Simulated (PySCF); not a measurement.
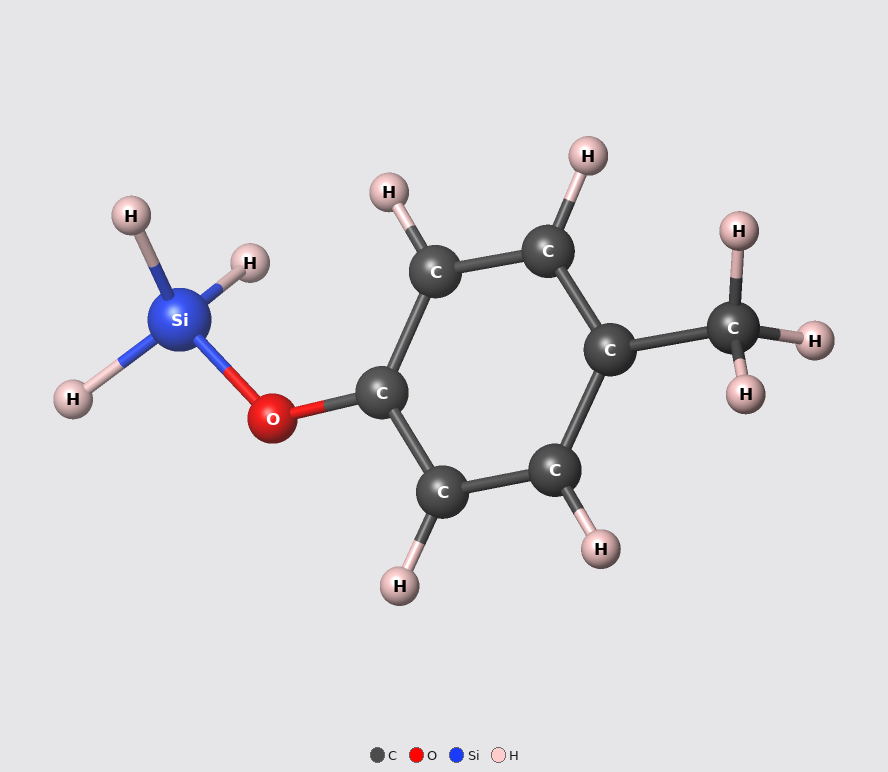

The computed structure is the end point of a PBE0-D3(BJ)/def2-SVP optimisation. No frequency run is at hand to confirm it as a minimum. Program: PySCF 2.14.0.

Tabulate HOMO energy (eV), dipole (D), HOMO–LUMO gap (eV) at these levels: PBE0/pcSseg-1 in benzene (IEF-PCM); PBE0/pcSseg-1 in water (IEF-PCM); ωB97X-D/def2-SVPD; ωB97X-D/def2-SVPD in benzene (IEF-PCM); ωB97X-D/def2-SVPD in water (IEF-PCM).

```json
{"level": "PBE0/pcSseg-1 in benzene (IEF-PCM)", "HOMO energy (eV)": "−6.44", "dipole (D)": "1.01", "HOMO–LUMO gap (eV)": "6.17"}
{"level": "PBE0/pcSseg-1 in water (IEF-PCM)", "HOMO energy (eV)": "−6.53", "dipole (D)": "1.28", "HOMO–LUMO gap (eV)": "6.17"}
{"level": "ωB97X-D/def2-SVPD", "HOMO energy (eV)": "−8.15", "dipole (D)": "0.79", "HOMO–LUMO gap (eV)": "9.54"}
{"level": "ωB97X-D/def2-SVPD in benzene (IEF-PCM)", "HOMO energy (eV)": "−8.16", "dipole (D)": "0.95", "HOMO–LUMO gap (eV)": "9.54"}
{"level": "ωB97X-D/def2-SVPD in water (IEF-PCM)", "HOMO energy (eV)": "−8.24", "dipole (D)": "1.24", "HOMO–LUMO gap (eV)": "9.55"}
```
